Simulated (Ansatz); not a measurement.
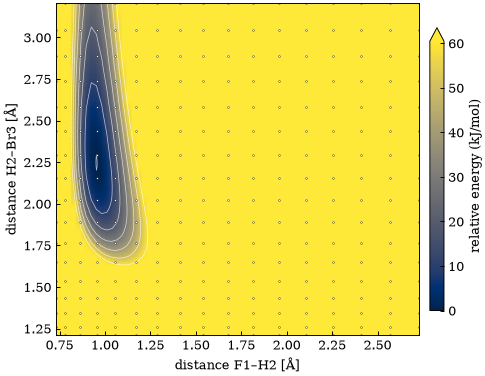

The system F⁻ + HBr. 
- Coordinates scanned: (1) distance F1–H2; (2) distance H2–Br3.
- Nothing is relaxed (the angle F1–H2–Br3 is fixed at 140 degrees).
- The grid has 17 × 17 points.
- Points are written as (first, second).
- Energies are in kJ/mol, from the lowest grid point.
- The reference is spin-restricted, so regions where a bond is pulled apart into radicals lie too high.
- These are results of Ansatz, RKS PBE0-D4/def2-SVPD, not measurements.

The picture shows a smooth colour map with a few white contour lines, dots at the grid points, one colour for all values above the top of the scale. Between grid points the surface is interpolated.

### Estimate the position of the minimum and the force constants in these coordinates.

The interpolated minimum is at distance F1–H2 ≈ 0.956 Å, distance H2–Br3 ≈ 2.242 Å. The curvatures there are about 44 eV/Å² and 1.8 eV/Å², with a cross term of about 3.1 eV/Å². Round the minimum the valley is somewhat tilted: raising distance F1–H2 shifts the best value of distance H2–Br3 downwards (coupling k₁₂/√(k₁₁k₂₂) about 0.4). (1 eV is 96.5 kJ/mol.)
